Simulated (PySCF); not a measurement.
# M06-L/def2-TZVPP (core potential) run of InF (SMILES [F][In])

Aim: the vertical singlet–triplet gap of InF at M06-L/def2-TZVPP (core potential), from 2 runs. 

Program for the calculation: PySCF 2.14.0.

4 further runs of the same task are left out: 4 set aside as unsound or not needed.

**1. The system as given**

InF has 2 atoms, charge 0, and is taken as a singlet. As SMILES, `[F][In]`. Geometry: relaxed at PBE0-D4/def2-TZVP.

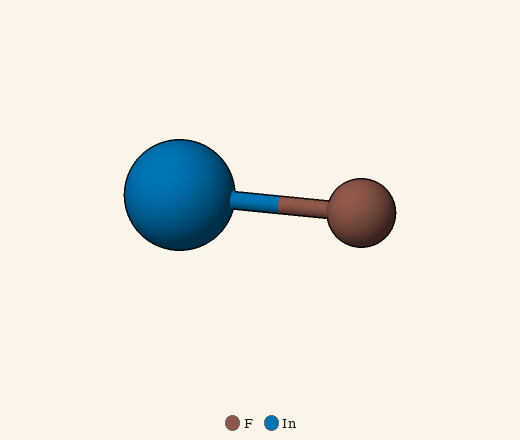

The structure, seen from a chosen angle (fluorine brown, indium blue).

**2. The energy at M06-L/def2-TZVPP (core potential)**

calc.py

```python
from pyscf import gto, dft

mol = gto.M(
    atom='''
F        0.000000       0.000000       0.015910
In       0.000000       0.000000       2.009580
''',
    verbose=4,
    basis='def2-tzvpp',
    max_memory=1860,
    ecp={'In': 'def2-svp'},
)

ks = dft.RKS(mol, xc='m06-l')
ks.conv_tol = 1e-10
ks.grids.level = 5
ks.kernel()
if not ks.converged:
    ks = ks.newton().run(ks.mo_coeff, ks.mo_occ)

etot = ks.e_tot
print('Final energy', etot)
```

Started as:

```
$ OMP_NUM_THREADS=1 python calc.py
```

The log of the run:

```text
PySCF version 2.14.0

[INPUT] num. atoms = 2
[INPUT] num. electrons = 30
[INPUT] charge = 0
[INPUT] spin (= nelec alpha-beta = 2S) = 0
[INPUT] symmetry False subgroup None
[INPUT] Mole.unit = angstrom
[INPUT] Symbol           X                Y                Z      unit          X                Y                Z       unit  Magmom
[INPUT]  1 F      0.000000000000   0.000000000000   0.015910000000 AA    0.000000000000   0.000000000000   0.030065542642 Bohr   0.0
[INPUT]  2 In     0.000000000000   0.000000000000   2.009580000000 AA    0.000000000000   0.000000000000   3.797555825403 Bohr   0.0

nuclear repulsion = 50.1660218912257
number of shells = 27
number of NR pGTOs = 137
number of NR cGTOs = 81
basis = def2-tzvpp
ecp = {'In': 'def2-svp'}

******** <class 'pyscf.dft.rks.RKS'> ********
method = RKS
initial guess = minao
damping factor = 0
level_shift factor = 0
DIIS = <class 'pyscf.scf.diis.CDIIS'>
diis_start_cycle = 1
diis_space = 8
diis_damp = 0
SCF conv_tol = 1e-10
SCF conv_tol_grad = None
SCF max_cycles = 50
direct_scf = True
direct_scf_tol = 1e-13
XC library pyscf.dft.libxc version 7.0.0
    S. Lehtola, C. Steigemann, M. J.T. Oliveira, and M. A.L. Marques.,  SoftwareX 7, 1–5 (2018)
XC functionals = m06-l
    Y. Zhao and D. G. Truhlar.,  Theor. Chem. Acc. 120, 215 (2008)
radial grids:
    Treutler-Ahlrichs [JCP 102, 346 (1995); DOI:10.1063/1.469408] (M4) radial grids

becke partition: Becke, JCP 88, 2547 (1988); DOI:10.1063/1.454033
pruning grids: <function nwchem_prune>
grids dens level: 5
symmetrized grids: False
atomic radii adjust function: <function treutler_atomic_radii_adjust>
small_rho_cutoff = 0
Set gradient conv threshold to 1e-05
Initial guess from minao.
tot grids = 91208
init E= -257.632314576571
  HOMO = -0.720696045585314  LUMO = -0.475742729740209  gap/eV = 6.66552
cycle= 1 E= -289.635948759794  delta_E=  -32  |g|= 1.86  |ddm|= 43.5
  HOMO = -0.0709629131516901  LUMO = 0.00224301352847842  gap/eV = 1.99203
cycle= 2 E= -288.699891640068  delta_E= 0.936  |g|= 3.12  |ddm|= 8.33
  HOMO = -0.234083196386123  LUMO = -0.0587854587686638  gap/eV = 4.77009
cycle= 3 E= -290.08968823182  delta_E= -1.39  |g|= 0.82  |ddm|=  2.9
  HOMO = -0.225093323303415  LUMO = -0.0703407496458663  gap/eV = 4.21103
cycle= 4 E= -290.196138287721  delta_E= -0.106  |g|= 0.342  |ddm|= 0.816
  HOMO = -0.234278285240258  LUMO = -0.0688771720591721  gap/eV = 4.50079
cycle= 5 E= -290.212482258384  delta_E= -0.0163  |g|= 0.0687  |ddm|= 0.331
  HOMO = -0.236757372976651  LUMO = -0.0708904130699193  gap/eV = 4.51347
cycle= 6 E= -290.213395402024  delta_E= -0.000913  |g|= 0.025  |ddm|= 0.0827
  HOMO = -0.239505863782068  LUMO = -0.0722982874312512  gap/eV = 4.54995
cycle= 7 E= -290.213489417513  delta_E= -9.4e-05  |g|= 0.00165  |ddm|= 0.0166
  HOMO = -0.23972412968989  LUMO = -0.0724601612936916  gap/eV = 4.55148
cycle= 8 E= -290.21349040404  delta_E= -9.87e-07  |g|= 0.000322  |ddm|= 0.00504
  HOMO = -0.239678044648983  LUMO = -0.0723908402829706  gap/eV = 4.55212
cycle= 9 E= -290.213490433216  delta_E= -2.92e-08  |g|= 0.000104  |ddm|= 0.000778
  HOMO = -0.239664933126843  LUMO = -0.0723763731795111  gap/eV = 4.55215
cycle= 10 E= -290.213490435926  delta_E= -2.71e-09  |g|= 2.46e-05  |ddm|= 0.000359
  HOMO = -0.239659950429495  LUMO = -0.0723707226107398  gap/eV = 4.55217
cycle= 11 E= -290.213490436105  delta_E= -1.8e-10  |g|= 5.99e-06  |ddm|= 8.8e-05
  HOMO = -0.239659942935312  LUMO = -0.0723702785663748  gap/eV = 4.55218
cycle= 12 E= -290.213490436116  delta_E= -1.09e-11  |g|= 1.15e-06  |ddm|= 8.18e-06
  HOMO = -0.239659730539518  LUMO = -0.072370210790885  gap/eV = 4.55218
Extra cycle  E= -290.213490436116  delta_E= 1.71e-13  |g|= 2.79e-06  |ddm|= 2.69e-06
converged SCF energy = -290.213490436116
Final energy -290.21349043611616
```

Wall time 14 s (1 thread of Arm Neoverse V1, shared host); peak memory 0.41 GiB.

**3. The triplet at the same level**

mol.xyz

```xyz
2
FIn
F      0.000000     0.000000     0.015910
In     0.000000     0.000000     2.009580
```

run.py

```python
from pyscf import gto, dft

system = gto.Mole()
system.atom = 'mol.xyz'
system.basis = 'def2-tzvpp'
system.spin = 2
system.ecp = {'In': 'def2-svp'}
system.verbose = 3
system.max_memory = 1860
system.build()

mf = dft.UKS(system, xc='m06-l')
mf.grids.level = 5
mf.conv_tol = 1e-10
mf.kernel()
if not mf.converged:
    mf = mf.newton().run(mf.mo_coeff, mf.mo_occ)

energy = mf.e_tot
print(f'total energy: {energy:.8f} hartree')
```

Started as:

```
$ OMP_NUM_THREADS=1 python run.py
```

The log of the run:

```text
WARN: HOMO -0.475742729740214 >= LUMO -0.720696045585331

WARN: HOMO -0.0136396273155226 >= LUMO -0.0998232059861905

WARN: HOMO -0.0976608739195096 >= LUMO -0.220721312694099

WARN: HOMO -0.10347871253067 >= LUMO -0.242241382674127

WARN: HOMO -0.111479102138345 >= LUMO -0.235133064483623

WARN: HOMO -0.112334705019763 >= LUMO -0.236799343579221

WARN: HOMO -0.112524599271493 >= LUMO -0.237032660397848

WARN: HOMO -0.112455228541903 >= LUMO -0.236944223922372

WARN: HOMO -0.112446405038541 >= LUMO -0.236962893832541

WARN: HOMO -0.112468909980575 >= LUMO -0.236999143835892

WARN: HOMO -0.112465063496808 >= LUMO -0.237000742817319

WARN: HOMO -0.112465550124857 >= LUMO -0.237002651727579

WARN: HOMO -0.112465551685947 >= LUMO -0.2370031470656

converged SCF energy = -290.062702858768  <S^2> = 2.0036321  2S+1 = 3.0024204
total energy: -290.06270286 hartree
```

Run time: 26 s. Hardware: 1 thread of Arm Neoverse V1, shared host; peak memory 0.43 GiB.

**4. What came out**

Level: M06-L/def2-TZVPP (core potential).

| quantity | value |
| --- | --- |
| singlet: total energy | -290.21349 Eh |
| singlet: dipole moment | 3.07 D |
| singlet: HOMO energy | -6.52 eV |
| singlet: LUMO energy | -1.97 eV |
| singlet: HOMO–LUMO gap | 4.55 eV |
| triplet: total energy | -290.06270 Eh |
| triplet: dipole moment | 2.57 D |
| triplet: HOMO energy (highest over α and β) | -3.06 eV |
| triplet: ⟨S²⟩ | 2.004 |
| vertical energy of the triplet above the singlet | 4.103 eV |

In words: At this shape the triplet lies 4.10 eV (396 kJ/mol) above the singlet.
